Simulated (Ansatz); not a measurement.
## Converging the plane-wave cutoff: ScZn3 (P3m1, 8 atoms in the cell)

```yaml
crystal:
  lattice:
    - [5.83617, 0.00000, 0.00000]
    - [-2.91809, 5.05427, 0.00000]
    - [0.00000, 0.00000, 4.31144]
  atoms:
    - { symbol: Sc, position: [0.33333, 0.66667, 0.76160] }
    - { symbol: Sc, position: [0.66667, 0.33333, 0.25000] }
    - { symbol: Zn, position: [0.84266, 0.68533, 0.75000] }
    - { symbol: Zn, position: [0.15734, 0.31467, 0.25000] }
    - { symbol: Zn, position: [0.15734, 0.84266, 0.25000] }
    - { symbol: Zn, position: [0.84266, 0.15734, 0.75000] }
    - { symbol: Zn, position: [0.31467, 0.15734, 0.75000] }
    - { symbol: Zn, position: [0.68533, 0.84266, 0.25000] }
```

Method: PBEsol, default PAW files made with PBE (plane waves; Ansatz, a quantum-chemistry and plane-wave program).

Base settings: basis.ecutwfc = 30.9 Ry; kpoints.mp_grid.grid = 3 3 4; hamiltonian.xc = pbesol; hamiltonian.pseudopotentials = {kind: paw} (the program's default PAW files); scf.occupations.method = fermi_dirac; scf.occupations.width = 0.0073 Ry.

The second cell is the first with its lattice scaled by 0.98.

The mesh stays at the base's, so the ladder's end is converged at best in this setting alone.

The first pressure column holds Ansatz's estimate of the finite-basis (Pulay) stress, which hides part of the cutoff error; the other is without it.

Only quantities that move along the ladder and can be compared are tabulated.

The count of work is k-points × plane waves × bands × iterations; it is no time. 

The starting cell comes from a database of computed structures (which also holds hypothetical and non-ambient phases and stackings), without a prior relaxation at this level. Its lattice was rescaled by up to half a per cent. One atom was moved a little off its site on purpose. Without a gap this mesh is coarse (it stands for a supercell whose shortest vector is 17 Å).

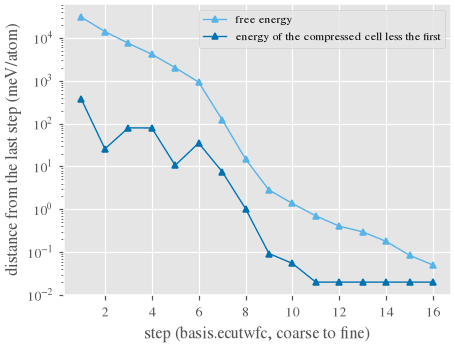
Figure. Distance from the last step along the ladder; very small values are drawn at a floor.

| basis.ecutwfc | free energy less the last step's (meV/atom) | energy of the compressed cell less the first (meV/atom) | pressure (GPa) | pressure without the Pulay estimate (GPa) | largest difference of a force vector from the last step's (eV/Å) | count of work / last |
|---|---|---|---|---|---|---|
| 10.7 Ry | 30471.95 | -356.37 | 1.80 | -944.27 | 1.448 | 0.077 |
| 12.5 Ry | 14128.87 | -15.49 | -15.62 | -501.35 | 0.324 | 0.088 |
| 14 Ry | 7526.55 | 90.07 | -0.49 | -303.23 | 0.385 | 0.092 |
| 15.4 Ry | 4174.11 | -69.01 | 3.14 | -192.26 | 0.387 | 0.11 |
| 16.9 Ry | 2028.86 | 20.96 | 1.73 | -111.15 | 0.128 | 0.13 |
| 18.4 Ry | 931.06 | 45.60 | 0.75 | -61.30 | 0.207 | 0.14 |
| 21.7 Ry | 124.87 | 17.95 | -0.29 | -12.79 | 0.092 | 0.18 |
| 24.6 Ry | 14.99 | 11.36 | -0.96 | -2.77 | 0.001 | 0.22 |
| 27.9 Ry | 2.83 | 10.41 | -1.05 | -1.21 | 0.002 | 0.23 |
| 30.9 Ry | 1.37 | 10.37 | -1.07 | -1.13 | 0.001 | 0.27 |
| 33.8 Ry | 0.70 | 10.33 | -1.07 | -1.11 | 0.000 | 0.31 |
| 37.1 Ry | 0.41 | 10.33 | -1.07 | -1.08 | 0.000 | 0.41 |
| 41.5 Ry | 0.30 | 10.32 | -1.07 | -1.08 | 0.000 | 0.42 |
| 46.3 Ry | 0.18 | 10.32 | -1.07 | -1.08 | 0.000 | 0.57 |
| 54 Ry | 0.08 | 10.32 | -1.07 | -1.07 | 0.000 | 0.62 |
| 61.7 Ry | 0.05 | 10.32 | -1.07 | -1.08 | 0.000 | 0.76 |
| 74.2 Ry | 0.00 | 10.32 | -1.07 | -1.07 | 0.000 | 1.0 |

Coarsest basis.ecutwfc that holds the forces within 0.005 eV/Å of the last step, with all finer ones: 24.6 Ry, at 0.22 of the last step's count of work; the step before is off by 0.092 eV/Å.

Coarsest basis.ecutwfc that holds the energy of the compressed cell less the first within 2 meV/atom of the last step, with all finer ones: 24.6 Ry, at 0.22 of the last step's count of work; the step before is off by 7.6 meV/atom.

Coarsest basis.ecutwfc that holds the free energy within 5 meV/atom of the last step, with all finer ones: 27.9 Ry, at 0.23 of the last step's count of work; the step before is off by 15 meV/atom.

The energy difference between the two cells stays within 1 meV/atom of the last step's from 27.9 Ry on, the total only from 33.8 Ry on: much of the error is common to both cells and cancels.

At the lowest cutoff the pressure without the Pulay estimate lies 943 GPa under the last step's, the usual sign of Pulay stress in an incomplete plane-wave basis.

Keys are those of Ansatz 0.2.
